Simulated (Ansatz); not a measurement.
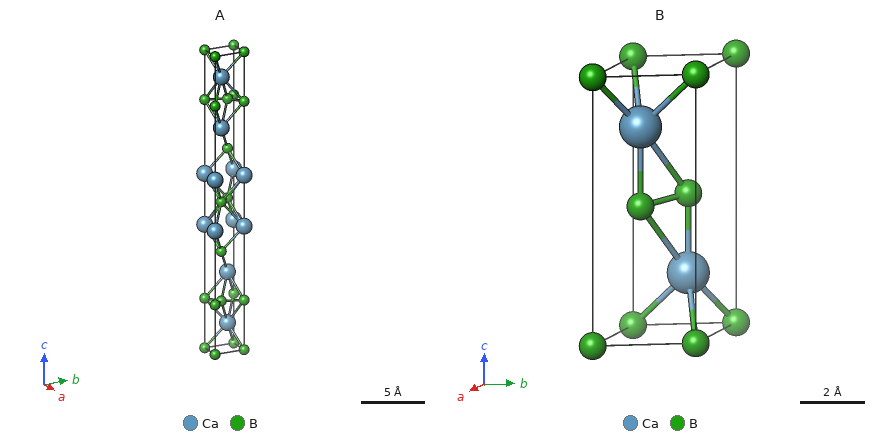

Two structures of Ca$_{2}$B$_{3}$, each relaxed to rest (conventional cells in solid outline, small ones repeated, not to one scale). Method: DFT PBE, scalar-relativistic, plane waves, PAW (Ansatz 0.2.0), without spin polarisation.

**State the structure in each panel.**

A: 15 atoms a cell on a rhombohedral (trigonal R) lattice, R-3m. B: 5 atoms a cell on a primitive hexagonal lattice, P-3m1.

**What is the energy order of the two?**

A is lower, by 291 meV/atom at this level of theory (energies at zero smearing). Volumes: A 14.9, B 15.9 Å³/atom.

One or both may be structure types tried for this composition rather than known phases.
